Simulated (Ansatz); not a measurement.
# LaIrS3 (built on the sites of a database entry of LaCoO3): a soft mode frozen in, part 2 of 2

Wanted: the energy along a soft mode of LaIrS3 (built on the sites of a database entry of LaCoO3) and the structure at the end.

Ansatz 0.2.0; DFT PBEsol, scalar-relativistic, plane waves, PseudoDojo norm-conserving pseudopotentials.

So far. Step 4 (The mode frozen in, largest atomic shift 0.45 Å): The run ends at a pressure of -0.22 GPa, with forces up to 0.18 eV/Å. Step 5 (Energy along the mode, all amplitudes (two of the runs …): The lowest of the steps tried is at 0.45 Å, 130 meV/atom below the parent; the bottom of the well need not coincide with a step.

The structure was built from a prototype and need not be the compound's stable phase.

### 6. Relaxation from the frozen mode

Starting from the lowest point found, all atoms and the cell are let go, so that strain and other modes of the same symmetry can join in.

The input, input.yaml:

```yaml
crystal:
  lattice:
    - [4.6342572702, 0.0, 0.0]
    - [0.0, 4.6342572702, 0.0]
    - [0.0, 0.0, 4.6342572702]
  atoms:
    - { symbol: La, position: [0.0, 0.0, 0.0] }
    - { symbol: Ir, position: [0.5, 0.5, 0.5] }
    - { symbol: S, position: [0.5686621465, 0.5686621465, 0.0] }
    - { symbol: S, position: [0.0, 0.4313378535, 0.5686621465] }
    - { symbol: S, position: [0.4313378535, 0.0, 0.4313378535] }
kpoints:
  mp_grid: { grid: [8, 8, 8] }
hamiltonian:
  xc: pbesol
  pseudopotentials: { kind: nc, accuracy: standard }
scf:
  occupations: { method: methfessel_paxton, width: 0.2 }
output:
  forces: true
  stress: true
  eigenvalues: true
relax:
  adjacent_minimum: "off"
  f_tol: 0.002
  max_steps: 120
  cell: { stress_tol: 0.03 }
```

Launch:

```sh
$ ansatz run input.yaml --threads 8 --pin off --max-ram 14336MiB --backend cpu --events-out ev --progress --plain --runs-dir out
```

Numbers of over 12 decimals in the logs are rounded to 6 here.

The program printed:

```text
[...]
Crystal: 5 atoms, lattice volume = 99.527 Å³
Basis set: ecut = 1496.626244 eV, 13133 PW (Γ), exchange–correlation on 120×120×120 points (8 copies of the dense FFT grid, shifted against one another)
Bands: 28, of which v1, the nominal top of the filled ones, is band 23 counted from 1 (22 counted from 0)
Symmetry: 6 space group operations
[...]
k-points: 65 of 512 (time reversal used)
[...]
SCF iter   1: F=—  HF=-4991.020987 eV  |F-HF|=—  |Δ(HF+E_count)|=         —  Δρ=3.69e-1  dr2=2.56e2  ethr=3.10e-3  ⟨swp⟩=17.3  Hψ=41675  notcnv=0
[...]
SCF iter  11: F=-4985.441108 eV  HF=-4985.441108 eV  |F-HF|=2.71e-8  |Δ(HF+E_count)|=   1.16e-8  S|Δr|=    0.00e0  Δρ=6.14e-6  dr2=4.14e-8  ethr=2.17e-10  ⟨swp⟩=16.6  Hψ=16178  notcnv=0
SCF 1 converged in 11 iterations: F = -4985.441108 eV  dr2 = 4.14e-8
relax step   1: F+E_penalty+E_count = -4985.44110789 eV  Δ(F+E_penalty+E_count) = +0.000e0 eV  max|allowed force component| = 1.240e-1 eV/Å  Δτ_max = 0.0000 Å  P = -0.225 GPa  Ω = 99.527 Å³  (11 SCF iters, dr2 threshold 1.00e-7 eV, accepted)
Crystal: 5 atoms, lattice volume = 99.483 Å³
Bands: 33, of which v1, the nominal top of the filled ones, is band 23 counted from 1 (22 counted from 0)
[...]
iter 1 solved again at ethr=1.06e-5 eV; its pass at ethr=3.10e-3 eV (dr2=4.90e-3 eV) is discarded
[...]
SCF iter   6: F=-4985.444286 eV  HF=-4985.444286 eV  |F-HF|=1.17e-7  |Δ(HF+E_count)|=   4.12e-8  S|Δr|=    0.00e0  Δρ=1.18e-5  dr2=1.66e-7  ethr=1.09e-9  ⟨swp⟩=5.6  Hψ=8505  notcnv=0
SCF 2 converged in 6 iterations: F = -4985.444286 eV  dr2 = 1.66e-7
relax step   2: F+E_penalty+E_count = -4985.44428602 eV  Δ(F+E_penalty+E_count) = -3.178e-3 eV  max|allowed force component| = 7.942e-2 eV/Å  Δτ_max = 0.0334 Å  P = -0.367 GPa  Ω = 99.483 Å³  energy of the carried Pulay correction = +1.209e-6 eV  (6 SCF iters, dr2 threshold 5.00e-7 eV, accepted)
Crystal: 5 atoms, lattice volume = 99.170 Å³
Basis set: ecut = 1496.626244 eV, 13109 PW (Γ), exchange–correlation on 120×120×120 points (8 copies of the dense FFT grid, shifted against one another)
[...]
SCF iter   6: F=-4985.446887 eV  HF=-4985.446887 eV  |F-HF|=4.84e-9  |Δ(HF+E_count)|=   7.34e-8  S|Δr|=    0.00e0  Δρ=4.62e-6  dr2=2.17e-8  ethr=8.57e-10  ⟨swp⟩=7.0  Hψ=10055  notcnv=0
SCF 3 converged in 6 iterations: F = -4985.446887 eV  dr2 = 2.17e-8
relax step   3: F+E_penalty+E_count = -4985.44688709 eV  Δ(F+E_penalty+E_count) = -2.601e-3 eV  max|allowed force component| = 4.432e-3 eV/Å  Δτ_max = 0.0126 Å  P = +0.052 GPa  Ω = 99.170 Å³  energy of the carried Pulay correction = +9.828e-6 eV  (6 SCF iters, dr2 threshold 3.94e-7 eV, accepted)
[...]
relax step   4: F+E_penalty+E_count = -4985.44692780 eV  Δ(F+E_penalty+E_count) = -4.071e-5 eV  max|allowed force component| = 7.977e-4 eV/Å  Δτ_max = 0.0010 Å  P = -0.015 GPa  Ω = 99.223 Å³  energy of the carried Pulay correction = +8.386e-6 eV  (5 SCF iters, dr2 threshold 1.93e-8 eV, accepted)
[...]
relax step   5: F+E_penalty+E_count = -4985.44693287 eV  Δ(F+E_penalty+E_count) = -5.068e-6 eV  max|allowed force component| = 3.567e-4 eV/Å  Δτ_max = 0.0001 Å  P = -0.004 GPa  Ω = 99.210 Å³  energy of the carried Pulay correction = +8.723e-6 eV  (5 SCF iters, dr2 threshold 3.84e-9 eV, accepted)
[...]
SCF iter   1: F=—  HF=-4985.447029 eV  |F-HF|=—  |Δ(HF+E_count)|=         —  Δρ=3.65e-6  dr2=5.66e-9  ethr=3.03e-6  ⟨swp⟩=3.2  Hψ=27913  notcnv=0
eigensolver tolerance schedule: the retry pair's looser diagonalisation over-reported the residual by 246512.47 of it (diagonalisation noise at an unbounded share of the residual, at the tolerance the schedule requests for it); recorded, not acted on — ethr = c·dr2/N_el stays at c = 1.0e-1
SCF iter   2: F=—  HF=-4985.446924 eV  |F-HF|=—  |Δ(HF+E_count)|=   1.05e-4  S|Δr|=    0.00e0  Δρ=1.83e-6  dr2=1.31e-9  ethr=1.23e-11  ⟨swp⟩=4.8  Hψ=7149  notcnv=0
[...]
SCF iter   7: F=-4985.446924 eV  HF=-4985.446924 eV  |F-HF|=6.37e-12  |Δ(HF+E_count)|=  3.64e-12  S|Δr|=    0.00e0  Δρ=1.21e-7  dr2=8.54e-12  ethr=1.00e-12  ⟨swp⟩=6.2  Hψ=9637  notcnv=0
SCF 6 converged in 7 iterations: F = -4985.446924 eV  dr2 = 8.54e-12
relax step   6: F+E_penalty+E_count = -4985.44692393 eV  Δ(F+E_penalty+E_count) = +8.934e-6 eV  max|allowed force component| = 3.573e-4 eV/Å  Δτ_max = 0.0000 Å  P = -0.005 GPa  Ω = 99.210 Å³  stress off target by 9.58e-3 GPa  SCF on the basis re-selected at this cell (its energy is not comparable with the rows above)  (7 SCF iters)
basis re-selected at this cell: Δ(F+E_penalty+E_count) = +8.934e-6 eV, ΔP = -0.000 GPa vs the last step (what re-selecting the basis moved, of the pressure what is left beyond the Pulay correction that the steps carried, after the strain that the cell walked since its last selection, with what the two solves' SCF thresholds leave and, on support functions, any second-order correction that the steps lacked; it is no m [...]
SCF converged after 7 iterations
[...]
Free energy (F): -4985.446924 eV
[...]
Internal energy: -4985.454063 eV  (E = F + TS)
E sigma→0 (E₀):  -4985.448709 eV
Entropy (-TS):   0.007139 eV (1.428 meV/atom)
Fermi energy:    11.900410 eV
[...]
--- Forces (eV/Å), atoms counted from 1 ---
  atom   1  La     0.00000000     0.00000000    -0.00000000
  atom   2  Ir     0.00000000     0.00000000    -0.00000000
  atom   3  S     -0.00035732    -0.00035732    -0.00000000
  atom   4  S      0.00000000     0.00035732    -0.00035732
  atom   5  S      0.00035732     0.00000000     0.00035732
  max |Σ_I F_I| component: 9.99e-16 eV/Å
--- Stress (GPa, compression-positive) ---
       -0.004505       0.002540       0.002540
        0.002540      -0.004505      -0.002540
        0.002540      -0.002540      -0.004505
  P = ⅓ Tr σ = -0.0045 GPa (-0.045 kbar)
--- Band table (eV; the first three rows and the last of 65) ---
  k-point 0: bands = [... 19 lower, 9.4845, 10.6101, 10.6101, 11.7035, 12.0326, 12.0326, 13.6384, 13.6384, ... 6 higher]
  k-point 1: bands = [... 19 lower, 9.8047, 10.1295, 10.9727, 11.4102, 11.8932, 12.5519, 13.6046, 13.8064, ... 6 higher]
  k-point 2: bands = [... 19 lower, 10.0511, 10.2561, 11.1809, 11.4028, 11.8718, 12.8701, 13.7104, 13.9862, ... 6 higher]
  k-point 64: bands = [... 19 lower, 11.0816, 11.6145, 11.6145, 11.6314, 13.9542, 13.9542, 14.0241, 14.0241, ... 6 higher]
--- Relaxed structure (5 steps of the walk, 5 accepted, 1 SCFs on fresh bases) ---
  F+E_penalty+E_count = -4985.44692393 eV   max|allowed force component| = 3.573e-4 eV/Å   (the final SCF, on the basis selected at the relaxed cell)
  cell:  # Å, volume = 99.2103 Å³
    - [4.629351, 0.00744194, 0.00744194]
    - [0.00744194, 4.629351, -0.00744194]
    - [0.00744194, -0.00744194, 4.629351]
  atoms:
    - { symbol: La, position: [0, 0, 1.5002288448183915e-19] }
    - { symbol: Ir, position: [0.500000, 0.5, 0.500000] }
    - { symbol: S, position: [0.565642, 0.565642, 2.617779692409308e-19] }
    - { symbol: S, position: [2.168404344971009e-19, 0.434358, 0.565642] }
    - { symbol: S, position: [0.434358, 1.0842021724855044e-19, 0.434358] }
```

The job ended after 3.3 min (8 threads of Arm Neoverse N1, shared host; peak memory 2 GiB; 26 min of CPU time).

Relaxation path:

| step | energy less that of the first step (eV) | largest force component (eV/Å) | pressure (GPa) | volume (Å³) |
| --- | --- | --- | --- | --- |
| 1 | 0.0000 | 0.1240 | -0.22 | 99.53 |
| 2 | -0.0032 | 0.0794 | -0.37 | 99.48 |
| 3 | -0.0058 | 0.0044 | 0.05 | 99.17 |
| 4 | -0.0058 | 0.0008 | -0.01 | 99.22 |
| 5 | -0.0058 | 0.0004 | 0.00 | 99.21 |
| 6* | -0.0058 | 0.0004 | 0.00 | 99.21 |

Relaxation steps marked * repeat the geometry before them on a plane-wave basis chosen anew for their cell, so energy and pressure can jump there.

The run keeps the 6 symmetry operations that it works with, so distortions that break them were not tested.

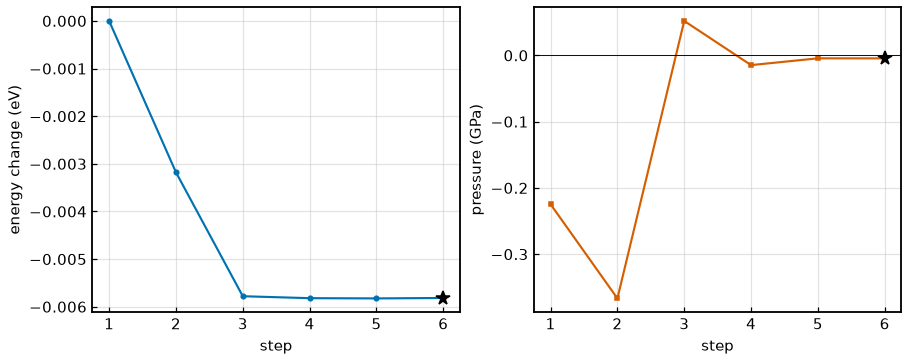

Energy and pressure along the relaxation. Stars mark steps on a basis chosen anew.

| conventional cell, symmetrised | before | after | change |
| --- | --- | --- | --- |
| a (Å) | 6.554 | 6.557 | +0.1 % |
| b (Å) | 6.554 | 6.557 | +0.1 % |
| c (Å) | 8.027 | 7.992 | -0.4 % |
| volume (Å³/atom) | 19.91 | 19.84 | -0.3 % |

The atoms that moved most (Å, as changes of fractional coordinates times the final cell):

| atom | dx | dy | dz | length |
| --- | --- | --- | --- | --- |
| S3 | -0.014 | -0.014 | 0.000 | 0.020 |
| S5 | 0.014 | 0.000 | 0.014 | 0.020 |
| S4 | 0.000 | 0.014 | -0.014 | 0.020 |

Final coordinates:

```cif
data_structure
_symmetry_space_group_name_H-M 'P 1'
_symmetry_Int_Tables_number 1
_cell_length_a 4.6294
_cell_length_b 4.6294
_cell_length_c 4.6294
_cell_angle_alpha 90.184
_cell_angle_beta 89.816
_cell_angle_gamma 89.816
_cell_volume 99.21
loop_
_atom_site_label
_atom_site_type_symbol
_atom_site_fract_x
_atom_site_fract_y
_atom_site_fract_z
_atom_site_occupancy
La1 La 0.00000 0.00000 0.00000 1
Ir2 Ir 0.50000 0.50000 0.50000 1
S3 S 0.56564 0.56564 0.00000 1
S4 S 0.00000 0.43436 0.56564 1
S5 S 0.43436 0.00000 0.43436 1
```

Numbers from this step:

| Property | Result |
| --- | --- |
| pressure | -0.004505 GPa |
| volume per atom | 19.84 Å³ |

The distorted start has space group R32; the relaxation ends in R32.

### 7. The new phase in its own primitive cell

The relaxed structure is symmetrised, reduced to its primitive cell and relaxed tightly, as its phonons need.

input.yaml, the sections that differ from step 6:

```yaml
crystal:
  lattice:
    - [3.278707683, 1.8929627634, 2.66416379]
    - [-3.278707683, 1.8929627634, 2.66416379]
    - [0.0, -3.7859255268, 2.66416379]
  atoms:
    - { symbol: La, position: [0.0, 0.0, 0.0] }
    - { symbol: Ir, position: [0.5, 0.5, 0.5] }
    - { symbol: S, position: [0.5656423822, 0.4343576178, 0.0] }
    - { symbol: S, position: [0.4343576178, 0.0, 0.5656423822] }
    - { symbol: S, position: [0.0, 0.5656423822, 0.4343576178] }
kpoints:
  mp_grid: { grid: [9, 9, 9] }
relax:
  adjacent_minimum: "off"
  f_tol: 0.001
  max_steps: 60
  cell: { stress_tol: 0.01 }
# hamiltonian, scf, output: as in step 6
```

The program printed:

```text
[...]
Crystal: 5 atoms, lattice volume = 99.210 Å³
Basis set: ecut = 1496.626244 eV, 13097 PW (Γ), exchange–correlation on 120×120×120 points (8 copies of the dense FFT grid, shifted against one another)
Bands: 28, of which v1, the nominal top of the filled ones, is band 23 counted from 1 (22 counted from 0)
Symmetry: 6 space group operations
[...]
cell:  # Å, volume = 99.2033 Å³
    - [3.279420, 1.893374, 2.662818]
    - [-3.279420, 1.893374, 2.662818]
    - [0, -3.786749, 2.662818]
  atoms:
    - { symbol: La, position: [0, 0, 0] }
    - { symbol: Ir, position: [0.500000, 0.500000, 0.500000] }
    - { symbol: S, position: [0.565620, 0.434380, 0.0] }
    - { symbol: S, position: [0.434380, -5.551115123125783e-17, 0.565620] }
    - { symbol: S, position: [5.551115123125783e-17, 0.565620, 0.434380] }
[key lines of the parts left out:]
SCF converged after 6 iterations
Free energy (F): -4985.452306 eV
Fermi energy:    11.903458 eV
P = ⅓ Tr σ = 0.0002 GPa (0.002 kbar)
```

It took 3.8 min on 8 threads; peak memory 2.1 GiB; 30 min of CPU time.

Little changed from the start: no atom moved by 0.005 Å and no cell edge by 0.1 %.

Numbers from this step:

```yaml
pressure: 1.90e-4 GPa
```

The largest force component left is 0.019 meV/Å and the pressure is 0.000 GPa, within the tolerances set. The cell now holds 19.84 Å³/atom.

### 8. Modes of the new phase, k-mesh 9×9×9

A relaxed structure may still be a saddle point, so its zone-centre modes are computed. No field response is asked, since the mesh shows no gap.

input.yaml, the sections that differ from step 7:

```yaml
crystal:
  lattice:
    - [3.2794204951, 1.8933743056, 2.6628180862]
    - [-3.2794204951, 1.8933743056, 2.6628180862]
    - [0.0, -3.7867486113, 2.6628180862]
  atoms:
    - { symbol: La, position: [0.0, 0.0, 0.0] }
    - { symbol: Ir, position: [0.5, 0.5, 0.5] }
    - { symbol: S, position: [0.5656204629, 0.4343795371, 0.0] }
    - { symbol: S, position: [0.4343795371, 0.0, 0.5656204629] }
    - { symbol: S, position: [0.0, 0.5656204629, 0.4343795371] }
output:
  eigenvalues: true
phonons:
  method: dfpt
# kpoints, hamiltonian, scf: as in step 7
# relax: removed
```

The program printed:

```text
zone centre: on kpoints.mp_grid the ground state, and the responses unless they are solved on pairs of k-points, stand on 205 of the mesh's 729 k-points, reduced under 2 symmetry operations, with k and −k counted as one. Each operation leaves every solved displacement unchanged or reverses it
Engine: ansatz 0.2.0, aarch64-unknown-linux-gnu
Pseudopotentials: kind: nc
Pseudopotential: La, nc, valence charge 11, recommended cutoff 1496.626244 eV (normal), La.nc.azcp (PseudoDojo's, or run here from an input of PseudoDojo's; its table is named by hamiltonian.pseudopotentials.accuracy)
Pseudopotential: Ir, nc, valence charge 17, recommended cutoff 925.187132 eV (normal), Ir.nc.azcp (PseudoDojo's, or run here from an input of PseudoDojo's; its table is named by hamiltonian.pseudopotentials.accuracy)
Pseudopotential: S, nc, valence charge 6, recommended cutoff 707.496042 eV (normal), S.nc.azcp (PseudoDojo's, or run here from an input of PseudoDojo's; its table is named by hamiltonian.pseudopotentials.accuracy)
Functional definition: PBEsol
  exchange = pbesol_x
  correlation = pbesol_c
Crystal: 5 atoms, lattice volume = 99.203 Å³
Basis set: ecut = 1496.626244 eV, 13097 PW (Γ), exchange–correlation on 120×120×120 points (8 copies of the dense FFT grid, shifted against one another)
Bands: 28, of which v1, the nominal top of the filled ones, is band 23 counted from 1 (22 counted from 0)
Symmetry: 6 space group operations
k-points: 205 of 729 (irreducible under 2 space group operations, time reversal used)
Non-local potential: La, projectors of the file, l = 0: 2, l = 1: 2, l = 2: 2, l = 3: 2
Non-local potential: Ir, projectors of the file, l = 0: 2, l = 1: 2, l = 2: 2, l = 3: 2
Non-local potential: S, projectors of the file, l = 0: 2, l = 1: 2, l = 2: 2
Initial density: superposition of atomic densities (chi_scale 0.1, normalization cell, long waves kept (reshape's long-wave potential 0.00 eV rms))
Initial wavefunctions: pseudopotential atomic-orbital guess
Functional: x = pbesol(κ = 0.804, μ = 0.123457), c = pbesol(β = 0.046)
SCF iter   1: F=—  HF=-4990.976136 eV  |F-HF|=—  |Δ(HF+E_count)|=         —  Δρ=3.71e-1  dr2=2.57e2  ethr=3.10e-3  ⟨swp⟩=17.1  Hψ=130357  notcnv=0
automatic band count: the SCF goes on with 33 bands, as 28 were too few: the levels above may hold too much charge
preconditioner: auto → Kerker (q_TF=auto, 2.400 Å⁻¹)  [metal: Δε(μ)=0.002 eV  Ē_g=7.662 eV  σ=0.200 eV  W_gap=0.01  n_scr=26 (ndim 8)  ℏωp=22.4 eV  f_vac=0.000  D(μ)=32.17/eV (n_scr^D=738)]
SCF iter   2: F=—  HF=-4998.099757 eV  |F-HF|=—  |Δ(HF+E_count)|=    7.12e0  S|Δr|=    0.00e0  Δρ=1.72e-1  dr2=3.50e1  ethr=3.10e-3  ⟨swp⟩=10.2  Hψ=28242  notcnv=0  defer=123
SCF iter   3: F=—  HF=-4990.545779 eV  |F-HF|=—  |Δ(HF+E_count)|=    7.55e0  S|Δr|=    0.00e0  Δρ=1.04e-1  dr2=1.15e1  ethr=3.10e-3  ⟨swp⟩=4.1  Hψ=16254  notcnv=0  defer=542
SCF iter   4: F=—  HF=-4987.599467 eV  |F-HF|=—  |Δ(HF+E_count)|=    2.95e0  S|Δr|=    0.00e0  Δρ=6.45e-2  dr2=5.16e0  ethr=3.10e-3  ⟨swp⟩=4.5  Hψ=14317  notcnv=0  defer=608
SCF iter   5: F=—  HF=-4985.719804 eV  |F-HF|=—  |Δ(HF+E_count)|=    1.88e0  S|Δr|=    0.00e0  Δρ=2.19e-2  dr2=7.74e-1  ethr=3.10e-3  ⟨swp⟩=6.4  Hψ=21976  notcnv=0  defer=630
SCF iter   6: F=—  HF=-4985.469125 eV  |F-HF|=—  |Δ(HF+E_count)|=   2.51e-1  S|Δr|=    0.00e0  Δρ=5.93e-3  dr2=5.96e-2  ethr=1.68e-3  ⟨swp⟩=5.6  Hψ=23163  notcnv=0  defer=292
SCF iter   7: F=—  HF=-4985.454058 eV  |F-HF|=—  |Δ(HF+E_count)|=   1.51e-2  S|Δr|=    0.00e0  Δρ=1.96e-3  dr2=6.11e-3  ethr=1.30e-4  ⟨swp⟩=2.2  Hψ=10433  notcnv=0  defer=278
SCF iter   8: F=—  HF=-4985.452654 eV  |F-HF|=—  |Δ(HF+E_count)|=   1.40e-3  S|Δr|=    0.00e0  Δρ=7.20e-4  dr2=8.17e-4  ethr=1.33e-5  ⟨swp⟩=2.6  Hψ=10648  notcnv=0  defer=280
SCF iter   9: F=—  HF=-4985.452420 eV  |F-HF|=—  |Δ(HF+E_count)|=   2.34e-4  S|Δr|=    0.00e0  Δρ=1.34e-4  dr2=2.44e-5  ethr=1.78e-6  ⟨swp⟩=2.1  Hψ=10648  notcnv=0  defer=273
SCF iter  10: F=—  HF=-4985.452412 eV  |F-HF|=—  |Δ(HF+E_count)|=   7.21e-6  S|Δr|=    0.00e0  Δρ=1.91e-5  dr2=3.21e-7  ethr=5.30e-8  ⟨swp⟩=2.2  Hψ=11062  notcnv=0  defer=270
SCF iter  11: F=—  HF=-4985.452306 eV  |F-HF|=—  |Δ(HF+E_count)|=   1.07e-4  S|Δr|=    0.00e0  Δρ=9.21e-6  dr2=1.20e-7  ethr=6.97e-10  ⟨swp⟩=2.2  Hψ=11299  notcnv=0  defer=269
SCF iter  12: F=—  HF=-4985.452306 eV  |F-HF|=—  |Δ(HF+E_count)|=   2.85e-8  S|Δr|=    0.00e0  Δρ=1.98e-6  dr2=3.85e-9  ethr=2.62e-10  ⟨swp⟩=2.0  Hψ=10395  notcnv=0  defer=269
SCF iter  13: F=—  HF=-4985.452306 eV  |F-HF|=—  |Δ(HF+E_count)|=  4.61e-10  S|Δr|=    0.00e0  Δρ=4.32e-7  dr2=1.91e-10  ethr=8.36e-12  ⟨swp⟩=2.1  Hψ=10986  notcnv=0  defer=269
SCF iter  14: F=—  HF=-4985.452306 eV  |F-HF|=—  |Δ(HF+E_count)|=  2.73e-12  S|Δr|=    0.00e0  Δρ=1.07e-7  dr2=1.33e-11  ethr=1.00e-12  ⟨swp⟩=1.7  Hψ=7575  notcnv=0  defer=269
SCF iter  15: F=-4985.452306 eV  HF=-4985.452306 eV  |F-HF|=9.09e-13  |Δ(HF+E_count)|=    0.00e0  S|Δr|=    0.00e0  Δρ=2.71e-8  dr2=6.54e-13  ethr=1.00e-12  ⟨swp⟩=17.6  Hψ=51678  notcnv=0
SCF 1 converged in 15 iterations: F = -4985.452306 eV  dr2 = 6.54e-13
DFPT response loops at Γ: preconditioner auto → Kerker (q_TF=auto, 2.400 Å⁻¹) (partly filled bands, converged f_vac=0.000); β = 1.00, the filter's whole step (`scf.mixing.beta` (0.50) is not read by the response loops under this deck's `scf.mixing.preconditioner`; to damp them name `kerker` or `kerker_dos`, under which they read `scf.mixing.beta`, and type it under 1.00, their step now; both keys bind the ground state too); Broyden in place of MSR1
the response loops of the zone centre start from zero, take more passes and end by a threshold: the memory limit or budget leaves too little room for the subspace of the ground state's own states beside the solves, or none could be made (phonons.method)
```

The job ended after 26 min (8 threads; peak memory 11 GiB).

The run was cut off at the time limit after its SCF cycle had converged; no result of it is taken.

### 9. Outcome

```json
{
 "unstable mode of the parent": "q = (0, 0, 0), 195i cm⁻¹",
 "depth at the lowest point sampled": "130 meV/atom",
 "largest atomic shift at that point": "0.45 Å",
 "space group reached (within 0.01 Å)": "R32",
 "energy gained over the parent (first relaxation, on the mesh of the frozen mode)": "131 meV/atom",
 "volume per atom, phase reached": "19.8 Å³"
}
```

What this shows: Along this mode the structure falls into R32, 131 meV/atom below the parent. At the parent's cell the well is 130.0 meV/atom deep on the steps tried, with its lowest point at a shift of 0.45 Å. Relaxing atoms and cell changes the gain by +1.10 meV/atom against the lowest step (energies at zero smearing). The modes of the phase reached were not computed on this path. Of the 2 patterns followed to their end from this parent, this one ends 44.0 meV/atom above the lowest, P-4m2. Each path keeps the symmetry of its pattern, so a lower phase may lie along a pattern not tried. With no gap, or one that is small against the smearing, the frequencies hang on the k mesh and the smearing, most of all near Kohn anomalies. Spin-orbit coupling is left out, which can matter for the heavy elements here. The starting cell was built on a prototype and not taken from a measurement, so the phase need not exist.

[Logs are printed without paths, hosts, clocks, repeated set-up lines and the standing remarks that a program may print on its own settings, such as how far it seeks lower states.]

[Hosts, paths, dates, database ids (printed as entryN), source tags and the programs' standing remarks are cut or masked in the printed files.]
